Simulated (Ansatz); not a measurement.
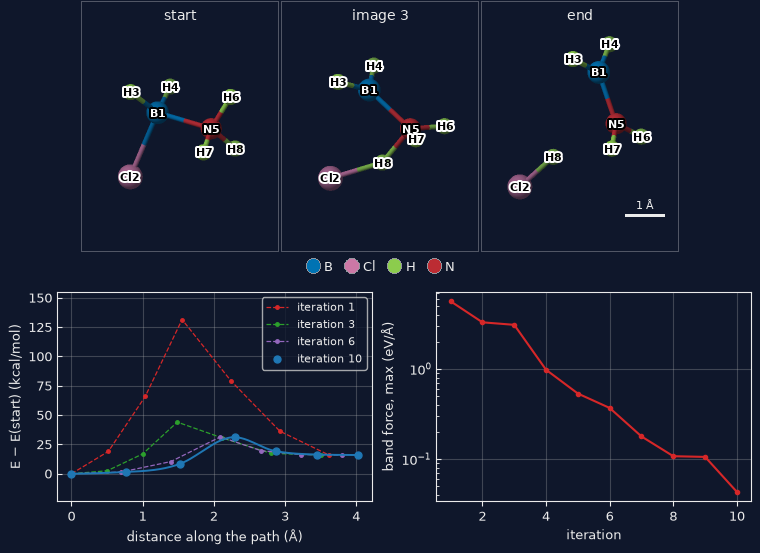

NEB run on BNH5Cl. Images are numbered from 0 (start) to 6 (end). The plot follows the band through its iterations. A ball-and-stick model, seen at a tilt.

Level of theory: RKS B3LYP-D4/def2-mTZVP (Ansatz 0.2.0). Set-up: 5 movable images; climbing image; force threshold 0.05 eV/Å; iteration limit 60; starting path through a guess of the saddle point.

> Did the band converge, and can the barrier be trusted?

The result is final at these settings. The band converged in 10 iterations. The largest component of the band force went from 5.6 to 0.043 eV/Å. The climbing image converged on the top of the path. Its vibrational analysis gives one imaginary mode (1065i cm⁻¹), as a transition state must have. The first iteration put the highest image at 131.5 kcal/mol. Forward barrier 31.1 kcal/mol, backward barrier 15.2 kcal/mol, with image 3 at the top; the reaction energy is +16.0 kcal/mol.
